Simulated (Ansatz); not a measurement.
**GaN, pressure series**

Take GaN in the wurtzite structure (space group P6_3mc, No. 186; a = 3.183 Å, c = 5.185 Å) as the base.

Cell and atoms are relaxed at each pressure.

Calculations: Kohn–Sham DFT with the PBEsol functional, run in Ansatz (a first-principles code) with PAW and 420 eV plane waves, no spin-orbit coupling.

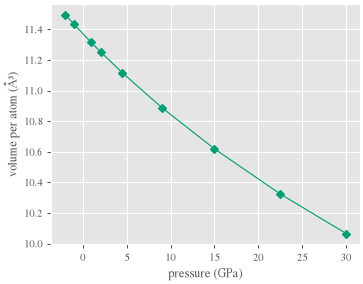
Volume against pressure

### Question
Estimate the zero-pressure bulk modulus from the plot.

### Answer
About 190 GPa; a third-order Birch–Murnaghan fit to the points gives V₀ = 11.37 Å³/atom, B₀ = 189 GPa and B₀′ = 4.3.

Between the base and pressure 22.5 GPa the gap moves from 1.88 eV to 2.51 eV, a mean slope of 28 meV/GPa.

Load acts through the strain it causes; cell and atoms are relaxed under it. Whether these cells are dynamically stable was not tested. Tetrahedral semiconductors of this kind turn to denser phases somewhere between about 1 and 50 GPa; those were not computed, so compressed cells here can lie past the real transition.
